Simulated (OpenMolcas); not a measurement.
## Excited-state calculation, with input and output: C4H4 (part 1 of 4)

- system: C4H4
- method: CASPT2/ANO-RCC-VDZ, DKH2 (OpenMolcas 26.06)

The geometry comes from this level: GFN2-xTB.

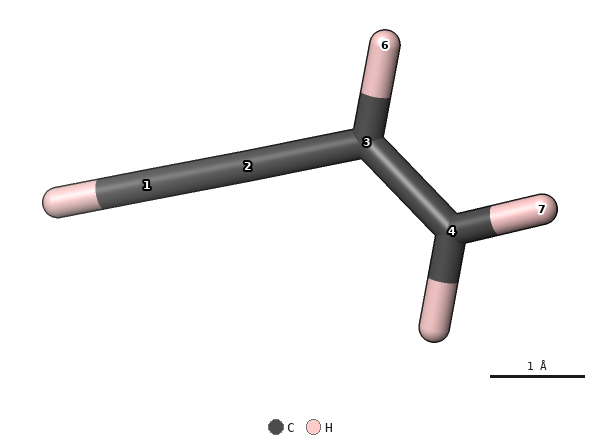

Fig. 1: The input geometry (stick view, seen at an oblique angle; atoms are numbered from 1 in the order of the input). Bond lengths as drawn: C–C 1.20 to 1.41 Å and C–H 1.05 to 1.08 Å.

The input:
```
&GATEWAY
  Coord
  8
  bohr
  C     -2.05226147     2.95194118    -1.68956633
  C     -0.62995910     1.58536683    -0.56712571
  C      1.07175817    -0.00561249     0.73051143
  C      0.83586366    -2.50218636     0.81003110
  H     -3.31010097     4.14462293    -2.65181488
  H      2.61396366     0.94990863     1.67960748
  H      2.16641982    -3.66499154     1.81835117
  H     -0.69568378    -3.45904918    -0.12999426
  Basis=ANO-RCC-VDZ
  Group=NoSym
  RICD

&SEWARD

&RASSCF
  FileOrb=$CurrDir/step2.RasOrb
  Spin=1
  Nactel=6 0 0
  Inactive=11
  Ras2=6
  CIRoot=3 3 1
  OrbListing=Nothing

&CASPT2
  Multistate=all
  Imaginary=0.2

&RASSI
  NrOfJobIphs=1 all
  IphNames
  JOBMIX
  EJob
```

Run as:
```bash
export MOLCAS_MEM=1860
pymolcas step3.input > step3.log
```

What the program printed:
```
--- Start Module: gateway ---

                                              &GATEWAY

                       available to each process: 1.9 GB of memory, 1 thread

++    Symmetry information:
      ---------------------

                    Character Table for C1

                             E
                    a        1  x, y, xy, Rz, z, xz, Ry, yz, Rx, I
--

++    Basis set information:
      ----------------------

      Basis set label: C.ANO-RCC...3S2P.

      Electronic valence basis set:
      ------------------
      Associated Effective Charge   6.000000 au
      Associated Actual Charge      6.000000 au
      Nuclear Model: Point charge

      Shell  nPrim  nBasis  Cartesian Spherical Contaminant
         s      14       3        X
         p       9       2        X

      Basis set label: H.ANO-RCC...2S.

      Electronic valence basis set:
      ------------------
      Associated Effective Charge   1.000000 au
      Associated Actual Charge      1.000000 au
      Nuclear Model: Point charge

      Shell  nPrim  nBasis  Cartesian Spherical Contaminant
         s       8       2        X
--

++    Molecular structure info:
      -------------------------

                    ************************************************
                    **** Cartesian Coordinates / bohr, angstrom ****
                    ************************************************

     Center  Label                x              y              z                     x              y              z
        1      C1              -2.052261       2.951941      -1.689566             -1.086010       1.562100      -0.894080
        2      C2              -0.629959       1.585367      -0.567126             -0.333360       0.838940      -0.300110
        3      C3               1.071758      -0.005612       0.730511              0.567150      -0.002970       0.386570
        4      C4               0.835864      -2.502186       0.810031              0.442320      -1.324100       0.428650
        5      H5              -3.310101       4.144623      -2.651815             -1.751630       2.193240      -1.403280
        6      H6               2.613964       0.949909       1.679607              1.383250       0.502670       0.888810
        7      H7               2.166420      -3.664992       1.818351              1.146420      -1.939430       0.962230
        8      H8              -0.695684      -3.459049      -0.129994             -0.368140      -1.830450      -0.068790

                    ***************************************
                    *    InterNuclear Distances / bohr    *
                    ***************************************

               1 C1            2 C2            3 C3            4 C4            5 H5            6 H6
    1 C1       0.000000
    2 C2       2.269437        0.000000
    3 C3       4.935929        2.666631        0.000000
    4 C4       6.658586        4.555578        2.508954        0.000000
    5 H5       1.982567        4.251927        6.918473        8.564664        0.000000
    6 H6       6.093695        3.996830        2.047487        3.979292        8.003872        0.000000
    7 H7       8.595729        6.409095        3.971490        2.034504       10.533980        4.638626
    8 H8       6.735975        5.063747        3.973732        2.035896        8.426778        5.802356

               7 H7            8 H8
    7 H7       0.000000
    8 H8       3.468443        0.000000

                    *******************************************
                    *    InterNuclear Distances / angstrom    *
                    *******************************************

               1 C1            2 C2            3 C3            4 C4            5 H5            6 H6
    1 C1       0.000000
    2 C2       1.200934        0.000000
    3 C3       2.611981        1.411120        0.000000
    4 C4       3.523572        2.410708        1.327681        0.000000
    5 H5       1.049129        2.250023        3.661098        4.532225        0.000000
    6 H6       3.224645        2.115031        1.083483        2.105750        4.235466        0.000000
    7 H7       4.548664        3.391547        2.101622        1.076613        5.574342        2.454655
    8 H8       3.564525        2.679620        2.102808        1.077350        4.459259        3.070474

               7 H7            8 H8
    7 H7       0.000000
    8 H8       1.835421        0.000000

                    **************************************
                    *    Valence Bond Angles / degree    *
                    **************************************
                          Atom centers                 Phi
                      2 C2       1 C1       5 H5       179.31
                      1 C1       2 C2       3 C3       179.14
                      2 C2       3 C3       4 C4       123.31
                      2 C2       3 C3       6 H6       115.33
                      4 C4       3 C3       6 H6       121.37
                      3 C3       4 C4       7 H7       121.53
                      3 C3       4 C4       8 H8       121.59
                      7 H7       4 C4       8 H8       116.88

           ***************************************************************
           *              Valence Dihedral Angles / degree               *
           ***************************************************************
                    Atom centers                       Phi1     Phi2     Theta
           3 C3       2 C2       1 C1       5 H5        179.14   179.31  -156.00
           1 C1       2 C2       3 C3       4 C4        179.14   123.31  -123.41
           1 C1       2 C2       3 C3       6 H6        179.14   115.33    56.64
           2 C2       3 C3       4 C4       7 H7        123.31   121.53  -179.96
           2 C2       3 C3       4 C4       8 H8        123.31   121.59     0.01
           6 H6       3 C3       4 C4       7 H7        121.37   121.53    -0.01
           6 H6       3 C3       4 C4       8 H8        121.37   121.59   179.95
--

            Nuclear Potential Energy             90.88502807 au

--- Stop Module: gateway /rc=_RC_ALL_IS_WELL_ ---

--- Start Module: seward ---

                                              &SEWARD

                       available to each process: 1.9 GB of memory, 1 thread

               SEWARD will generate:
                  Multipole Moment integrals up to order  2
                  Kinetic Energy integrals
                  Nuclear Attraction integrals (point charge)
                  One-Electron Hamiltonian integrals
                  Velocity integrals
                  Relativistic Douglas-Kroll-Hess integrals:
                    - Parametrization         : EXP
                    - DKH order of Hamiltonian: 2
                    - DKH order of Properties : 0
                         - multipole moment operators
                         - electric potential operators
                         - contact operators
                  Orbital angular momentum around ( -0.1636   0.4288  -0.1513 )
                  Velocity quadrupole around ( -0.1636   0.4288  -0.1513 )
                  Atomic mean-field integrals
                  RI decomposed two-electron repulsion integrals stored Cholesky style
                   - acCD auxiliary basis
                   - CD Threshold:   1.00E-04

                   Integrals are discarded if absolute value <: 1.00E-14
                   Integral cutoff threshold is set to       <: 1.00E-16

            Nuclear Potential Energy             90.88502807 au

      Basis set specifications :
      Symmetry species         a
      Basis functions           44

--- Stop Module: seward /rc=_RC_ALL_IS_WELL_ ---
--- Module seward spent 1 second ---

--- Start Module: rasscf ---

                                              &RASSCF

                       available to each process: 1.9 GB of memory, 1 thread

      Header of the ONEINT file:
      --------------------------

      OrdInt status: non-squared

      Cartesian coordinates in angstrom:
      -----------------------------------------------------
      No.  Label        X            Y            Z
      -----------------------------------------------------
       1   C1        -1.08601000   1.56210000  -0.89408000
       2   C2        -0.33336000   0.83894000  -0.30011000
       3   C3         0.56715000  -0.00297000   0.38657000
       4   C4         0.44232000  -1.32410000   0.42865000
       5   H5        -1.75163000   2.19324000  -1.40328000
       6   H6         1.38325000   0.50267000   0.88881000
       7   H7         1.14642000  -1.93943000   0.96223000
       8   H8        -0.36814000  -1.83045000  -0.06879000
      -----------------------------------------------------
      Nuclear repulsion energy =   90.88502807

++    Wave function specifications:
      -----------------------------

      Number of closed shell electrons          22
      Number of electrons in active shells       6
      Max number of holes in RAS1 space          0
      Max nr of electrons in RAS3 space          0
      Number of inactive orbitals               11
      Number of active orbitals                  6
      Number of secondary orbitals              27
      Spin quantum number                      0.0
      State symmetry                             1
--

++    Orbital specifications:
      -----------------------

      Symmetry species                           1
                                                 a
      Frozen orbitals                            0
      Inactive orbitals                         11
      Active orbitals                            6
      RAS1 orbitals                              0
      RAS2 orbitals                              6
      RAS3 orbitals                              0
      Secondary orbitals                        27
      Deleted orbitals                           0
      Number of basis functions                 44
--

++    CI expansion specifications:
      ----------------------------

      Number of CSFs                           175
      Number of spin combinations              210
      Number of determinants                   400
      Number of root(s) required                 3
      Root chosen for geometry opt.              3
      CI roots used                              1     2     3
      weights                                0.333 0.333 0.333
      highest root included in the CI            3
      max. size of the explicit Hamiltonian    175
--

++    Optimization specifications:
      ----------------------------

      RASSCF algorithm: LK RI/DF
      Maximum number of macro iterations       200
      Maximum number of SX iterations          100
      Threshold for RASSCF energy            1.000E-08
      Threshold for max MO rotation          1.000E-01
      Threshold for max BLB element          1.000E-04
      Level shift parameter                  5.000E-01
      Make Quasi-Newton update
--

      The MO-coefficients are taken from the file:
      step2.RasOrb
      Title: RASSCF average (pseudo-natural) orbitals

      Total molecular charge    0.00

      ************************************************************************************************************************
      *                                            Wave function control section                                             *
      ************************************************************************************************************************

                                         RASSCF iterations: Energy and convergence statistics
                                         ----------------------------------------------------

          iter iter root      energy       change     param      element    value   shift minimum  type update hh:mm:ss
 Nr of preliminary CI iterations:   1
        1   1    3    0  -153.63112987    0.00E+00  -5.13E-06   16  18 1  1.55E-06   0.31   0.00    SX    NO    0:00:00
        2   1    3    0  -153.63112987   -4.33E-11   4.12E-06   16  18 1  1.24E-06   0.31   0.00    SX    NO    0:00:00
        3   1    2    0  -153.63112987   -1.95E-11  -3.31E-06   16  18 1  9.99E-07   0.31   0.00    SX    NO    0:00:00
        4   1    2    0  -153.63112987   -1.18E-11  -2.67E-06   16  18 1  8.03E-07   0.31   0.00    SX    NO    0:00:00
      Convergence after  4 iterations
        5   1    2    0  -153.63112987   -6.57E-12  -2.67E-06   16  18 1  6.45E-07   0.31   0.00    SX    NO    0:00:00

      ************************************************************************************************************************
                                                      Wave function printout:
                       occupation of active orbitals, and spin coupling of open shells (u,d: Spin up or down)
      ************************************************************************************************************************

      Note: transformation to natural orbitals
      has been made, which may change the order of the CSFs.

      printout of CI-coefficients larger than  0.05 for root  1
      energy=    -153.813211
      conf/sym  111111     Coeff  Weight
             1  222000  -0.95952 0.92068
             3  22u0d0   0.10229 0.01046
            13  220020   0.11663 0.01360
            24  u2dud0   0.10907 0.01190
            34  202002   0.08269 0.00684
            41  022200   0.14695 0.02160
            50  u2udd0  -0.08771 0.00769

      printout of CI-coefficients larger than  0.05 for root  2
      energy=    -153.550338
      conf/sym  111111     Coeff  Weight
             2  22ud00   0.15840 0.02509
             9  u220d0  -0.97765 0.95579
            89  02ud20  -0.08677 0.00753
           111  u020d2  -0.08326 0.00693

      printout of CI-coefficients larger than  0.05 for root  3
      energy=    -153.529841
      conf/sym  111111     Coeff  Weight
             1  222000  -0.10060 0.01012
             3  22u0d0  -0.85695 0.73435
             8  u22d00   0.48199 0.23231
            65  u20d20  -0.10143 0.01029
            79  20u0d2   0.07268 0.00528

      Natural orbitals and occupation numbers for root  1
      sym 1:   1.931022   1.980284   1.945416   0.069742   0.054735   0.018801

      Natural orbitals and occupation numbers for root  2
      sym 1:   1.017583   1.982234   1.963485   0.037723   0.982856   0.016119

      Natural orbitals and occupation numbers for root  3
      sym 1:   1.750951   1.980986   1.260393   0.250230   0.740496   0.016945

      ************************************************************************************************************************
      *                                                    Final results                                                     *
      ************************************************************************************************************************

++    Final optimization conditions:
      ------------------------------

      Average CI energy                            -153.63112987
      RASSCF energy for state  3                   -153.52984126
      Super-CI energy                                -0.00000000
      RASSCF energy change                           -0.00000000
      Max change in MO coefficients              -2.557E-06
      Max non-diagonal density matrix element    -2.666E-06
      Maximum BLB matrix element                  6.454E-07
      (orbital pair  16,  18 in symmetry   1)
      Norm of electronic gradient            4.549E-02
--

      Final state energy(ies):
      ------------------------

::    RASSCF root number  1 Total energy:   -153.81321057
::    RASSCF root number  2 Total energy:   -153.55033777
::    RASSCF root number  3 Total energy:   -153.52984126
      Von Neumann Entropy (Root   1) =  0.47608

      Mulliken population analysis for root number:  1
      -----------------------------------------------

++    Molecular charges:
      ------------------

      Mulliken charges per centre
      ---------------------------
```
